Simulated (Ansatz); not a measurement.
# BH₆N₃ (SMILES NB(N)N): what the fields show

Input

```
crystal:
  periodic: [false, false, false]
  atoms:
    - { symbol: "N", position_ang: [-1.2412, 0.2586, -0.7827] }
    - { symbol: B, position_ang: [-0.0728, -0.2097, -0.0426] }
    - { symbol: "N", position_ang: [0.1267, -1.7023, 0.0827] }
    - { symbol: "N", position_ang: [0.996, 0.7846, 0.5683] }
    - { symbol: H, position_ang: [-0.941, 0.9075, -1.5851] }
    - { symbol: H, position_ang: [-1.8267, 0.9279, -0.138] }
    - { symbol: H, position_ang: [0.2419, -1.9107, 1.1225] }
    - { symbol: H, position_ang: [1.137, -1.8932, -0.3186] }
    - { symbol: H, position_ang: [1.2742, 1.4022, -0.158] }
    - { symbol: H, position_ang: [0.3889, 1.3839, 1.2543] }
basis:
  gaussian: { orbitals: "6-31G" }
hamiltonian:
  xc: pbe0
relax:
  f_tol: 0.02
  max_steps: 40
scf:
  lower_state_search: "off"
output:
  orbitals: {}
```

Command:

```sh
ansatz run input.yaml --threads 1 --pin off --max-ram 2048MiB --backend cpu --events-out ev --progress --plain --runs-dir out
```

The fields are those of the relaxed geometry.

All numbers below come from Ansatz, RKS PBE0/6-31G.

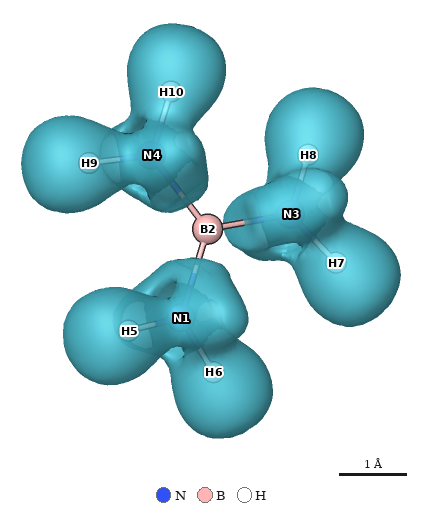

Figure 1. Isosurface of the electron localisation function at 0.75 (cyan), seen at a tilt. Core shells and regions of very low density are left out.

**Where are the electrons localised?**

At this value the surface marks out three joined regions spread over several atoms (H, N), in which their bonds and any lone pairs are merged. Profiles from the grid: B–N (1.43 Å): the ELF peaks at about 0.95 between the atoms: a shared but strongly polarised pair. N–H (1.01 Å): the ELF climbs to about 1 towards the hydrogen, as it does in any bond to H; an ordinary covalent bond to hydrogen.

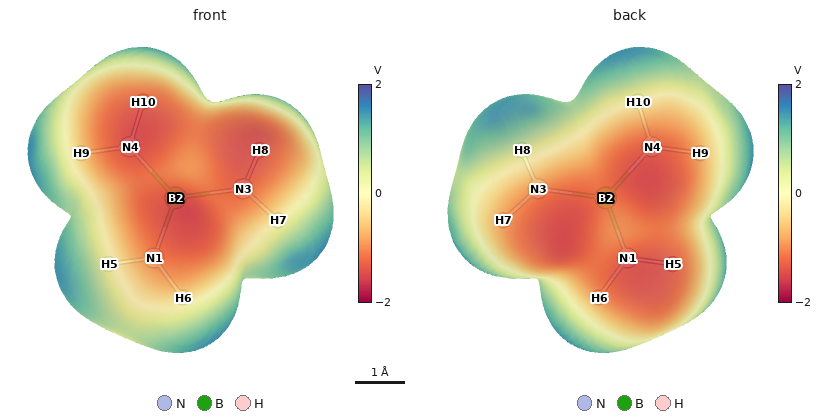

Figure 2. The molecular electrostatic potential painted on the density surface at 0.002 e/bohr³, seen from the front and from behind; the colour scale runs from red (negative) to blue (positive).

**Which sites attract a positive test charge, and which a negative one?**

A positive charge is drawn to the negative regions and a negative charge to the positive ones. The most negative region (about −1.5 V, or −35 kcal/mol for a unit charge) lies over N1, N3 and N4, the most positive (about +1.5 V, or +35 kcal/mol for a unit charge) over the H atoms.
